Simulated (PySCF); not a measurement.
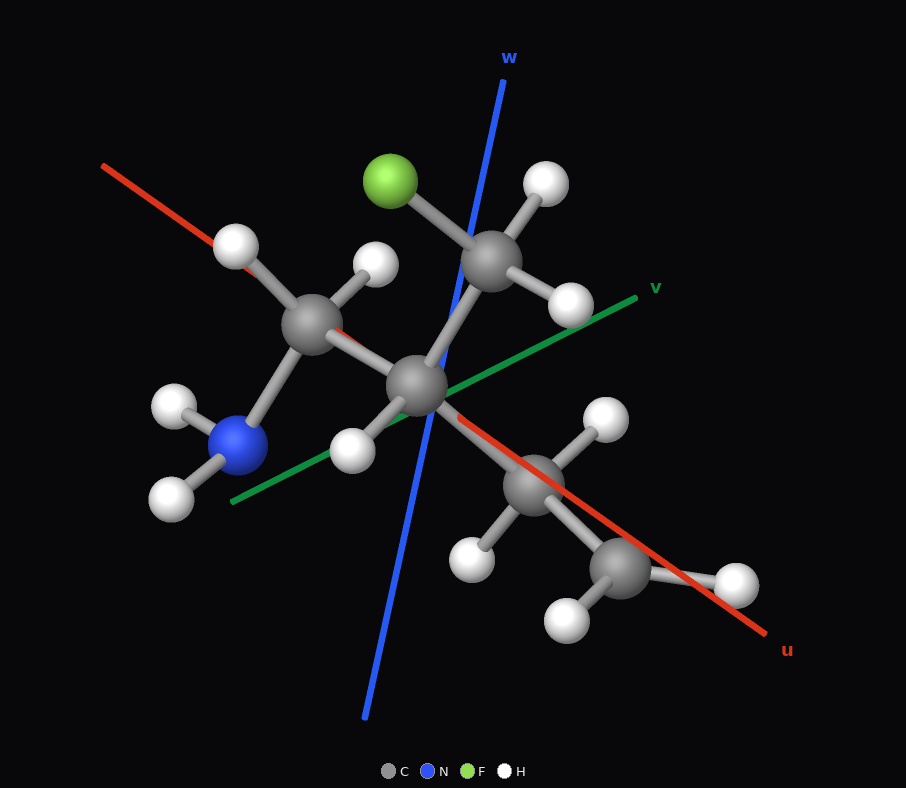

The lines u, v and w are the principal axes of the g tensor. State: neutral, doublet. Computed geometry: GFN2-xTB optimisation. No frequency run is at hand to confirm it as a minimum. Method: UKS B3LYP, pcH-1 on C F H N, non-relativistic, mean-field spin-orbit, GIAO (PySCF 2.14.0).

> Along which axis does g lie farthest from the free-electron value?

Along v: the shift is 905 ppm.

Give the principal values and shifts.

| axis | g | shift (ppm) |
| --- | --- | --- |
| u | 2.00276 | 440 |
| v | 2.00322 | 905 |
| w | 2.00220 | −117 |
